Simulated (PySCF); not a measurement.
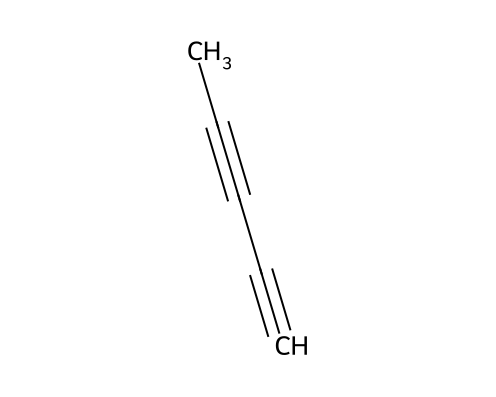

Give its SMILES.

Answer. C#CC#CC

What is the molecular formula?

Answer. C5H4.

The parts below concern this one geometry. Atoms keep their numbers from picture to picture. The computed structure is the end point of a PBE0-D3(BJ)/def2-SVP optimisation. No frequency run is at hand to confirm it as a minimum.

### Spin–spin coupling

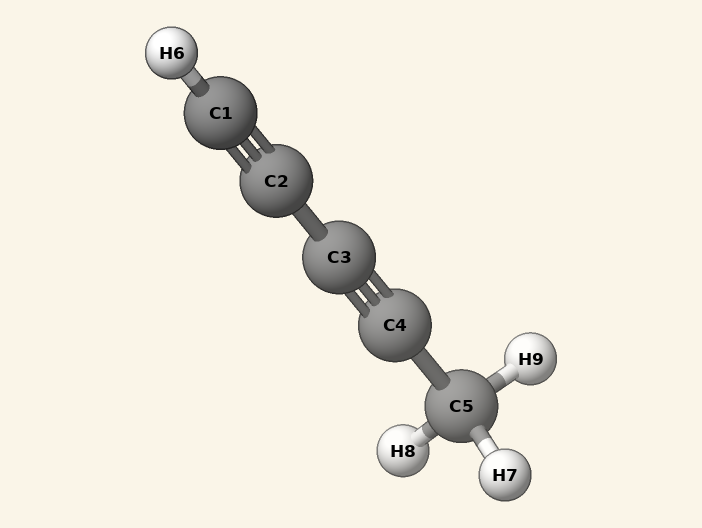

No frequency run is at hand to confirm it as a minimum. Method: B3LYP/pcJ-1 indirect spin-spin coupling, non-relativistic, gas phase (PySCF 2.14.0). Isotopes: 13C, 1H.

Give the spin–spin coupling constants of these pairs, with the number of bonds between them: C1/C2, C4/C5, C2/C4, H8/H9.

```json
{"pair": "C1, C2", "bonds apart": "1", "J (Hz)": "230.1"}
{"pair": "C4, C5", "bonds apart": "1", "J (Hz)": "78.9"}
{"pair": "C2, C4", "bonds apart": "2", "J (Hz)": "17.8"}
{"pair": "H8, H9", "bonds apart": "2", "J (Hz)": "−18.9"}
```

### Electronic properties

No frequency run is at hand to confirm it as a minimum. Level of theory: KT2/pcSseg-2, gas phase (PySCF 2.14.0).

Computed properties:

- dipole moment: 1.42 D
- HOMO energy (Kohn–Sham orbital): −6.07 eV
- LUMO energy (Kohn–Sham orbital): −1.45 eV
- HOMO–LUMO gap: 4.62 eV

### Core levels

No frequency run is at hand to confirm it as a minimum. Method: delta-SCF UKS SCAN, pcX-2 on the ionised atom, pcseg-1 elsewhere, spin-free X2C (PySCF 2.14.0).

Give the core-electron binding energies (to vacuum) of C1 1s, C2 1s, C3 1s, C4 1s, C5 1s.

```csv
atom,level,binding energy (eV)
C1,1s,290.2
C2,1s,291.2
C3,1s,290.8
C4,1s,290.5
C5,1s,291.8
```
